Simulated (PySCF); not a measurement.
# C₅H₇Cl₃Si: what the fields show

| atom | x (Å) | y (Å) | z (Å) |
| --- | --- | --- | --- |
| C | 3.2496 | 0.6234 | -0.8684 |
| C | 1.9582 | 0.1685 | -0.4213 |
| C | 0.8720 | -0.2179 | -0.0636 |
| Si | -0.7763 | -0.7463 | 0.5489 |
| C | -1.9233 | -1.0980 | -0.9377 |
| Cl | -3.5100 | -1.6289 | -0.3113 |
| C | -1.5378 | 0.7618 | 1.4821 |
| Cl | -1.5555 | 2.1794 | 0.4107 |
| Cl | -0.5568 | 1.1198 | 2.9180 |
| H | 3.9797 | 0.5088 | -0.0680 |
| H | 3.5707 | 0.0411 | -1.7312 |
| H | 3.1928 | 1.6743 | -1.1497 |
| H | -0.7593 | -1.8758 | 1.4764 |
| H | -1.5477 | -1.8988 | -1.5683 |
| H | -2.1041 | -0.2230 | -1.5570 |
| H | -2.5597 | 0.6205 | 1.8291 |

Geometry: GFN2-xTB.

The calculation used PySCF 2.14.0, PBE0/pcSseg-1, SCF density, gas phase, non-relativistic.

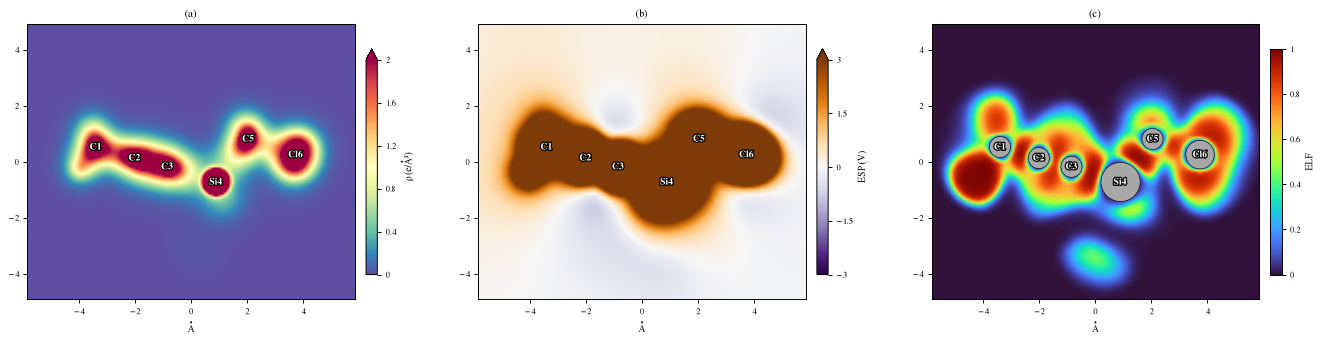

Figure 1. (a) electron density; (b) electrostatic potential; (c) ELF on the plane of atoms Si4, C5 and Cl6. Grey discs cover the atomic cores in the ELF map.

What do the fields say about this system?

Answer.
- The plane passes through C, Si and Cl nuclei.
- C–C (1.21 Å): ρ is about 2.7 e/Å³ halfway; the ELF peaks at about 0.85 between the atoms: a short, multiple covalent bond.
- C–Cl (1.79 Å): ρ at the midpoint is about 1.3 e/Å³; the ELF peaks at about 0.90 between the atoms: a shared electron pair.
- C–Si (1.84 Å): ρ at the midpoint is about 0.94 e/Å³; the ELF peaks at about 0.95 between the atoms (localised, covalent bonding).
- C–Si (1.91 Å): ρ at the midpoint is about 0.93 e/Å³; the ELF peaks at about 1 between the atoms: a shared electron pair.
- The ELF also peaks beside Cl6, away from the bonds: lone-pair regions.
- Outside the dense part of the molecule the potential is most negative (−0.8 V) near C3.

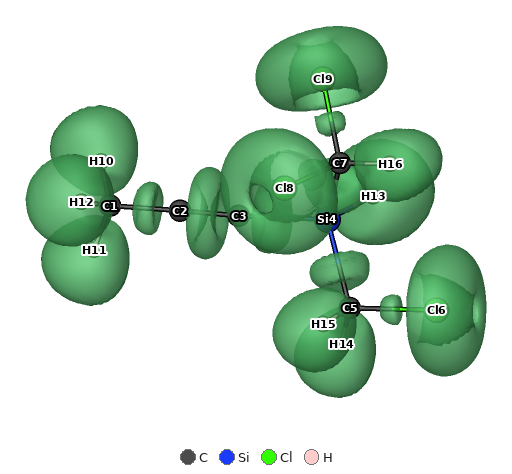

Figure 2. Isosurface of the ELF at 0.8 (green), seen at a tilt. Core shells and regions of very low density are left out.

Identify the bonds, lone pairs and shells in this picture.

Answer. The ELF exceeds this value in two regions between bonded C–C atoms (shared pairs), three regions between bonded C–Cl atoms (shared pairs), three regions between bonded C–Si atoms (shared pairs), seven regions around hydrogen nuclei and three rings or bowls of non-bonding electrons around Cl. Along the contacts the grid gives the following. C–Cl (1.78 Å): the ELF peaks at about 0.90 between the atoms (a covalent bond).

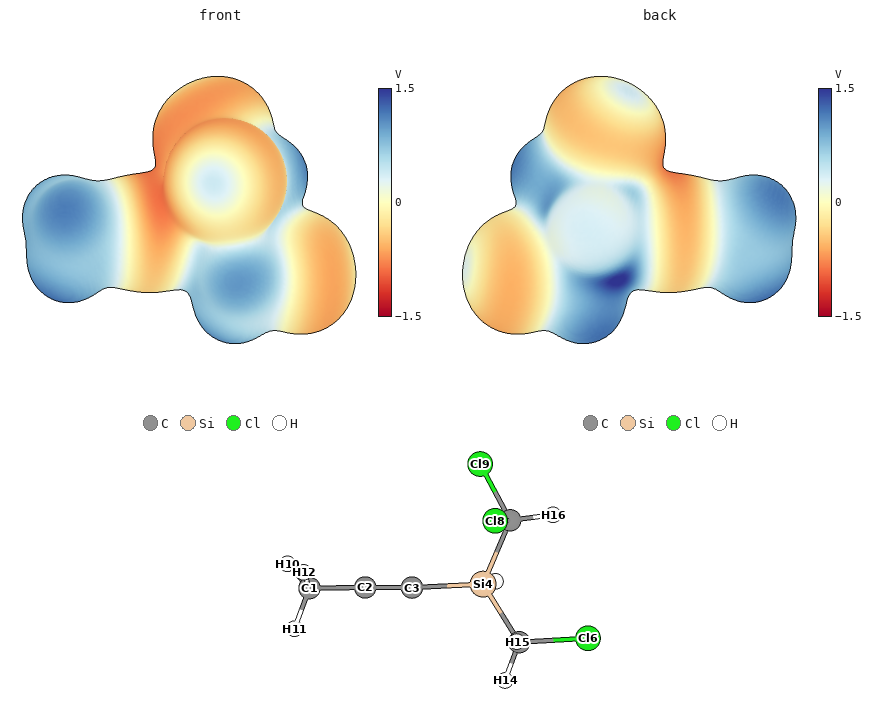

Figure 3. The molecular electrostatic potential painted on the density surface at 0.002 e/bohr³, seen from the front and from behind; red is negative and blue positive. The bare structure is drawn below in the same view.

Where is the surface potential most negative and most positive?

Answer. The most negative region (about −0.8 V) lies over C2, C3, Cl8 and Cl9, the most positive (about +1.4 V) over Si4. Cl6 shows a σ-hole: about +0.3 V at the tip opposite its bond, against about −0.3 V on its flanks. Cl8 shows a σ-hole: about +0.4 V at the tip opposite its bond, against about −0.4 V on its flanks. Cl9 shows a σ-hole: about +0.4 V at the tip opposite its bond, against about −0.6 V on its flanks.
